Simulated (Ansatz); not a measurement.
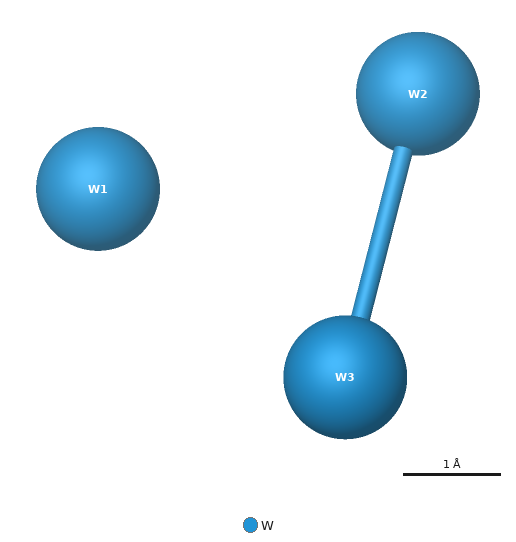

*The starting structure (ball-and-stick view, seen at a tilt; atoms are numbered from 1 in the order of the input). Sticks mark near contacts.*

Geometry relaxation, with input and output: W₃ (charge −1)

System: W₃, charge −1, multiplicity 2.
Method: UKS PBE0-D4/def2-TZVPD (Ansatz 0.2.0).

Figures and captions count atoms from 1; the log counts them from 0 in places.

### The input
```yaml
crystal:
  periodic: [false, false, false]
  atoms:
    - {symbol: W, position_ang: [-0.039900, 1.649000, 2.914500]}
    - {symbol: W, position_ang: [0.401900, 3.167900, -0.158800]}
    - {symbol: W, position_ang: [0.000000, 0.000000, 0.000000]}
basis:
  gaussian: {orbitals: def2-TZVPD}
total_charge: -1
magnetization: {spin_polarized: true, initial_magnetization: 1}
hamiltonian: {xc: pbe0, dispersion: d4}
scf: {lower_state_search: "off"}
output: {orbitals: {seedname: orbitals}}
relax: {f_tol: 0.02, max_steps: 100}
```

Launched with:
```bash
ansatz run in.yaml --threads 4 --pin off --events-out ev --progress --plain --max-ram 3916MiB
```

### What the program printed
```
Functional definition: PBE0
  name "PBE0"
  cite "Adamo & Barone, J. Chem. Phys. 110, 6158 (1999) doi:10.1063/1.478522"
  cite "Perdew, Burke & Ernzerhof, Phys. Rev. Lett. 77, 3865 (1996) doi:10.1103/PhysRevLett.77.3865"
  parent pbe
  parameter a = 0.25
  parameter kappa = 0.804
  parameter beta = 0.06672455060314922
  exchange = (1 - a)*pbe_x(kappa = kappa, mu = beta*pi^2/3) + a*exact_x
  correlation = pbe_c(beta = beta)
these checks for a lower state are left out or cut short: stability, starts, cluster_reference, orbital_swaps, neighbouring_geometries, increment
1239 factors; integrals over basis functions are off by at most 2.0e-4 eV
mean field evaluation 1: about -5458.8963 eV, gradient 1.0e1 eV
mean field evaluation 2: about -5388.5565 eV, gradient 1.1e2 eV
mean field evaluation 4: about -5455.8242 eV, gradient 3.2e1 eV
mean field evaluation 8: about -5465.3151 eV, gradient 5.2e0 eV
mean field evaluation 16: about -5466.5866 eV, gradient 1.3e0 eV
mean field evaluation 32: about -5466.6542 eV, gradient 2.6e-3 eV
mean field -5466.65423752 eV, -200.8958377976 hartree, gradient 1.9e-6 eV, S^2 7.321516; 0 other end points of the search recorded, 0 dependent functions left out
the calculation of the forces begins
reference -5466.65426961 eV, -200.8958389768 hartree; 22, 21 occupied and 107, 108 virtual orbitals, 1239 factors
relax step   1: F+E_penalty+E_count = -5466.82065166 eV  Δ(F+E_penalty+E_count) = +0.000e0 eV  max|allowed force component| = 1.775e0 eV/Å  Δτ_max = 0.0000 Å  (242 SCF iters, accepted)
these checks for a lower state are left out or cut short: stability, starts, cluster_reference, orbital_swaps, neighbouring_geometries, increment
1239 factors; integrals over basis functions are off by at most 3.3e-4 eV
mean field -5467.84827797 eV, -200.9397179746 hartree, gradient 1.7e-6 eV, S^2 6.644695; 0 other end points of the search recorded, 0 dependent functions left out
the calculation of the forces begins
reference -5467.84830869 eV, -200.9397191037 hartree; 22, 21 occupied and 107, 108 virtual orbitals, 1239 factors
relax step   2: F+E_penalty+E_count = -5467.97045675 eV  Δ(F+E_penalty+E_count) = -1.150e0 eV  max|allowed force component| = 2.668e0 eV/Å  Δτ_max = 0.1715 Å  (62 SCF iters, accepted)
these checks for a lower state are left out or cut short: stability, starts, cluster_reference, orbital_swaps, neighbouring_geometries, increment
1239 factors; integrals over basis functions are off by at most 5.8e-4 eV
mean field evaluation 64: about -5469.4631 eV, gradient 1.9e-3 eV
mean field -5469.46308587 eV, -200.9990610704 hartree, gradient 2.0e-6 eV, S^2 5.155581; 0 other end points of the search recorded, 0 dependent functions left out
the calculation of the forces begins
reference -5469.46311471 eV, -200.9990621305 hartree; 22, 21 occupied and 107, 108 virtual orbitals, 1239 factors
relax step   3: F+E_penalty+E_count = -5469.58644696 eV  Δ(F+E_penalty+E_count) = -1.616e0 eV  max|allowed force component| = 3.403e0 eV/Å  Δτ_max = 0.1951 Å  (64 SCF iters, accepted)
these checks for a lower state are left out or cut short: stability, starts, cluster_reference, orbital_swaps, neighbouring_geometries, increment
1239 factors; integrals over basis functions are off by at most 6.6e-4 eV
mean field -5471.05075255 eV, -201.0574067450 hartree, gradient 4.3e-6 eV, S^2 2.447383; 0 other end points of the search recorded, 0 dependent functions left out
the calculation of the forces begins
reference -5471.05077868 eV, -201.0574077050 hartree; 22, 21 occupied and 107, 108 virtual orbitals, 1239 factors
relax step   4: F+E_penalty+E_count = -5471.17469991 eV  Δ(F+E_penalty+E_count) = -1.588e0 eV  max|allowed force component| = 3.750e0 eV/Å  Δτ_max = 0.1964 Å  (111 SCF iters, accepted)
these checks for a lower state are left out or cut short: stability, starts, cluster_reference, orbital_swaps, neighbouring_geometries, increment
1239 factors; integrals over basis functions are off by at most 5.5e-4 eV
mean field evaluation 96: about -5471.7013 eV, gradient 3.0e-1 eV
mean field -5471.91975403 eV, -201.0893419602 hartree, gradient 2.0e-6 eV, S^2 0.939141; 0 other end points of the search recorded, 0 dependent functions left out
the calculation of the forces begins
reference -5471.91977903 eV, -201.0893428788 hartree; 22, 21 occupied and 107, 108 virtual orbitals, 1239 factors
relax step   5: F+E_penalty+E_count = -5472.04394945 eV  Δ(F+E_penalty+E_count) = -8.692e-1 eV  max|allowed force component| = 5.909e-1 eV/Å  Δτ_max = 0.2000 Å  (120 SCF iters, accepted)
these checks for a lower state are left out or cut short: stability, starts, cluster_reference, orbital_swaps, neighbouring_geometries, increment
1239 factors; integrals over basis functions are off by at most 5.5e-4 eV
mean field -5471.91613021 eV, -201.0892087873 hartree, gradient 3.3e-6 eV, S^2 0.841556; 0 other end points of the search recorded, 0 dependent functions left out
the calculation of the forces begins
reference -5471.91615489 eV, -201.0892096944 hartree; 22, 21 occupied and 107, 108 virtual orbitals, 1239 factors
relax step   6: F+E_penalty+E_count = -5472.04035761 eV  Δ(F+E_penalty+E_count) = +3.592e-3 eV  max|allowed force component| = 8.288e-1 eV/Å  Δτ_max = 0.0314 Å  (69 SCF iters, rejected (line search))
these checks for a lower state are left out or cut short: stability, starts, cluster_reference, orbital_swaps, neighbouring_geometries, increment
1239 factors; integrals over basis functions are off by at most 5.5e-4 eV
mean field evaluation 128: about -5471.9237 eV, gradient 4.2e-1 eV
mean field -5471.92965970 eV, -201.0897059867 hartree, gradient 2.6e-6 eV, S^2 0.910440; 0 other end points of the search recorded, 0 dependent functions left out
the calculation of the forces begins
reference -5471.92968462 eV, -201.0897069025 hartree; 22, 21 occupied and 107, 108 virtual orbitals, 1239 factors
relax step   7: F+E_penalty+E_count = -5472.05386739 eV  Δ(F+E_penalty+E_count) = -9.918e-3 eV  max|allowed force component| = 1.241e-1 eV/Å  Δτ_max = 0.0154 Å  (69 SCF iters, accepted)
these checks for a lower state are left out or cut short: stability, starts, cluster_reference, orbital_swaps, neighbouring_geometries, increment
1239 factors; integrals over basis functions are off by at most 5.4e-4 eV
mean field -5471.93161391 eV, -201.0897778029 hartree, gradient 5.1e-6 eV, S^2 0.904095; 0 other end points of the search recorded, 0 dependent functions left out
the calculation of the forces begins
reference -5471.93163884 eV, -201.0897787189 hartree; 22, 21 occupied and 107, 108 virtual orbitals, 1239 factors
relax step   8: F+E_penalty+E_count = -5472.05582427 eV  Δ(F+E_penalty+E_count) = -1.957e-3 eV  max|allowed force component| = 1.217e-1 eV/Å  Δτ_max = 0.0101 Å  (60 SCF iters, accepted)
these checks for a lower state are left out or cut short: stability, starts, cluster_reference, orbital_swaps, neighbouring_geometries, increment
1239 factors; integrals over basis functions are off by at most 5.3e-4 eV
mean field evaluation 160: about -5471.9321 eV, gradient 2.2e-5 eV
mean field -5471.93213676 eV, -201.0897970171 hartree, gradient 2.8e-6 eV, S^2 0.911627; 0 other end points of the search recorded, 0 dependent functions left out
the calculation of the forces begins
reference -5471.93216170 eV, -201.0897979338 hartree; 22, 21 occupied and 107, 108 virtual orbitals, 1239 factors
relax step   9: F+E_penalty+E_count = -5472.05634652 eV  Δ(F+E_penalty+E_count) = -5.222e-4 eV  max|allowed force component| = 6.268e-2 eV/Å  Δτ_max = 0.0047 Å  (62 SCF iters, accepted)
these checks for a lower state are left out or cut short: stability, starts, cluster_reference, orbital_swaps, neighbouring_geometries, increment
1239 factors; integrals over basis functions are off by at most 5.1e-4 eV
mean field -5471.91563903 eV, -201.0891907365 hartree, gradient 6.4e-6 eV, S^2 0.975816; 0 other end points of the search recorded, 0 dependent functions left out
the calculation of the forces begins
reference -5471.91566392 eV, -201.0891916515 hartree; 22, 21 occupied and 107, 108 virtual orbitals, 1239 factors
relax step  10: F+E_penalty+E_count = -5472.03985314 eV  Δ(F+E_penalty+E_count) = +1.649e-2 eV  max|allowed force component| = 6.518e-1 eV/Å  Δτ_max = 0.0217 Å  (60 SCF iters, rejected (line search))
these checks for a lower state are left out or cut short: stability, starts, cluster_reference, orbital_swaps, neighbouring_geometries, increment
1239 factors; integrals over basis functions are off by at most 5.2e-4 eV
mean field -5471.93223394 eV, -201.0898005883 hartree, gradient 3.4e-6 eV, S^2 0.919085; 0 other end points of the search recorded, 0 dependent functions left out
the calculation of the forces begins
reference -5471.93225890 eV, -201.0898015056 hartree; 22, 21 occupied and 107, 108 virtual orbitals, 1239 factors
relax step  11: F+E_penalty+E_count = -5472.05644257 eV  Δ(F+E_penalty+E_count) = -9.605e-5 eV  max|allowed force component| = 6.559e-3 eV/Å  Δτ_max = 0.0021 Å  (56 SCF iters, accepted)
```

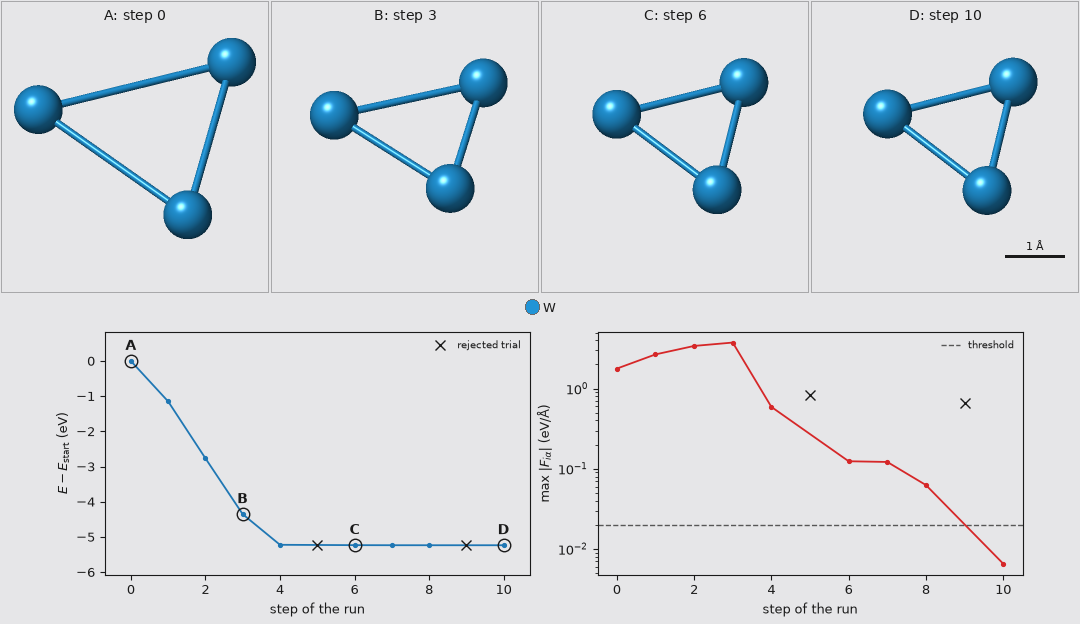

*Frames of the relaxation (ball-and-stick view, seen at an oblique angle) above the curves, on which the letters mark them (the first geometry is step 0 here and step 1 in the log).*

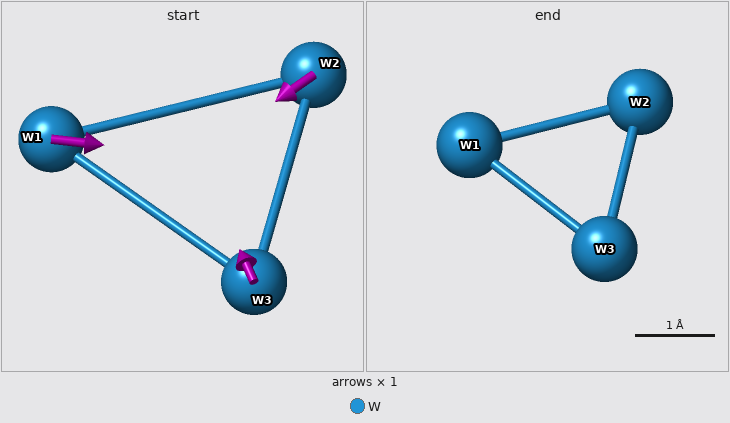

*Before (left) and after (right) the relaxation, at one scale (ball-and-stick view, seen at an oblique angle). The pink arrows give the displacements, at true length.*

Over 10 geometry steps the energy falls by 5.236 eV. The largest force component goes from 1.8 to 0.0066 eV/Å. The line search rejected the trial steps at points 5, 9 (counted from 0) and went back. W1 moves most after the best rigid fit: 0.68 Å. Among the contacts that change: W1–W2 3.457 → 2.253 Å, W1–W3 3.349 → 2.317 Å, W2–W3 3.197 → 2.253 Å. Among the angles that change: W1–W3–W2 63.7° → 59.0°, W2–W1–W3 56.0° → 59.1°. (Atoms are counted from 1 in the order of the input.)

```
Total energy: -5472.05646754 eV, -201.0943660888 hartree
Atom 0 at     0.019874     1.677897     2.237974 Å, force    -0.000579    -0.000273     0.006559 eV/Å
Atom 1 at     0.309360     2.687411     0.245278 Å, force     0.000746     0.003451    -0.003880 eV/Å
Atom 2 at     0.032766     0.451592     0.272448 Å, force    -0.000167    -0.003177    -0.002680 eV/Å
Dipole moment:     0.010049     0.057675    -0.035766 e Å
Checks for a lower state left out: stability, starts, cluster_reference, orbital_swaps, neighbouring_geometries, increment
```

### Trajectory as extended XYZ (Å, eV, eV/Å), 11 frames, from step=1 to step=11
```
3
Properties=species:S:1:pos:R:3:forces:R:3 step=1 energy=-5466.82065
W    -0.0399    1.6490    2.9145    0.1383  -0.0753  -1.7749
W     0.4019    3.1679   -0.1588   -0.2797  -1.6446   0.9371
W     0.0000    0.0000    0.0000    0.1414   1.7199   0.8378
3
Properties=species:S:1:pos:R:3:forces:R:3 step=2 energy=-5467.97046
W    -0.0267    1.6481    2.7543    0.1749  -0.1863  -2.3791
W     0.3768    3.0239   -0.0690   -0.4033  -2.4820   1.1888
W     0.0119    0.1449    0.0705    0.2285   2.6684   1.1904
3
Properties=species:S:1:pos:R:3:forces:R:3 step=3 energy=-5469.58645
W    -0.0148    1.6359    2.5932    0.1547  -0.4176  -2.4775
W     0.3498    2.8589    0.0117   -0.4531  -2.9850   1.0447
W     0.0270    0.3221    0.1507    0.2984   3.4026   1.4329
3
Properties=species:S:1:pos:R:3:forces:R:3 step=4 energy=-5471.17470
W    -0.0060    1.6148    2.4565    0.3284   0.1367  -3.7497
W     0.3254    2.7001    0.0710   -0.2534  -0.6534   2.0837
W     0.0426    0.5019    0.2282   -0.0751   0.5167   1.6660
3
Properties=species:S:1:pos:R:3:forces:R:3 step=5 energy=-5472.04395
W     0.0159    1.6624    2.2635    0.0628   0.1116  -0.5909
W     0.3114    2.6857    0.2176   -0.0850  -0.4023   0.4286
W     0.0347    0.4688    0.2746    0.0222   0.2907   0.1623
3
Properties=species:S:1:pos:R:3:forces:R:3 step=6 energy=-5472.04036 accepted=F
W     0.0198    1.6755    2.2355   -0.0620  -0.0009   0.7449
W     0.3073    2.6706    0.2449    0.1366   0.8288  -0.4202
W     0.0349    0.4708    0.2754   -0.0746  -0.8279  -0.3246
3
Properties=species:S:1:pos:R:3:forces:R:3 step=7 energy=-5472.05387
W     0.0179    1.6697    2.2501    0.0180   0.0708  -0.1126
W     0.3098    2.6817    0.2315   -0.0090   0.0110   0.1241
W     0.0343    0.4655    0.2741   -0.0091  -0.0818  -0.0115
3
Properties=species:S:1:pos:R:3:forces:R:3 step=8 energy=-5472.05582
W     0.0193    1.6763    2.2425   -0.0023  -0.0036   0.0222
W     0.3091    2.6823    0.2415    0.0163   0.1217  -0.0170
W     0.0336    0.4583    0.2717   -0.0141  -0.1181  -0.0052
3
Properties=species:S:1:pos:R:3:forces:R:3 step=9 energy=-5472.05635
W     0.0198    1.6778    2.2388   -0.0037  -0.0061   0.0357
W     0.3092    2.6855    0.2447    0.0098   0.0627  -0.0258
W     0.0330    0.4536    0.2721   -0.0061  -0.0565  -0.0099
3
Properties=species:S:1:pos:R:3:forces:R:3 step=10 energy=-5472.03985 accepted=F
W     0.0188    1.6607    2.2255    0.0173   0.4808   0.5016
W     0.3119    2.7022    0.2367   -0.0426  -0.2457   0.1502
W     0.0313    0.4541    0.2934    0.0253  -0.2351  -0.6518
3
Properties=species:S:1:pos:R:3:forces:R:3 step=11 energy=-5472.05644
W     0.0199    1.6779    2.2380   -0.0006  -0.0003   0.0066
W     0.3094    2.6874    0.2453    0.0007   0.0035  -0.0039
W     0.0328    0.4516    0.2724   -0.0002  -0.0032  -0.0027
```

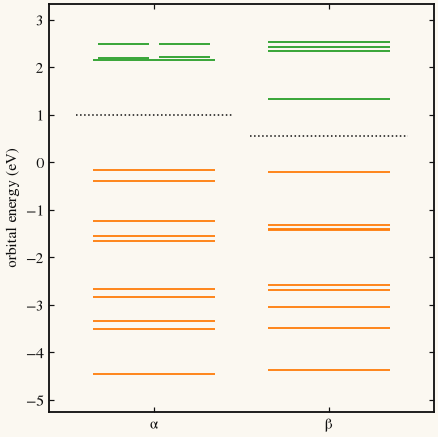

*Orbital energies near the frontier for α and β spins; the dotted line parts filled from empty levels, and levels within 0.02 eV of each other stand side by side.*

α: highest filled −0.16 eV, lowest empty 2.15 eV, 2.31 eV apart; β: highest filled −0.20 eV, lowest empty 1.32 eV, 1.52 eV apart.

### Key numbers

- outcome: converged
- total energy: −5472.0565 eV
- mean-field energy: −5471.9323 eV
- dispersion energy: −0.1242 eV
- ⟨S²⟩: 0.919
- HOMO (either spin): −0.16 eV
- LUMO (either spin): 1.32 eV
- largest force (length of the vector) at the end: 0.007 eV/Å
- hardware: 4 threads of Arm Neoverse V2, 23 GiB of memory available, shared host
- wall time: 58 s (CPU time 3.7 min)
- peak memory: 0.38 GiB

### Remarks

⟨S²⟩ is 0.92 against 0.75 for a pure state: the solution is spin-contaminated.
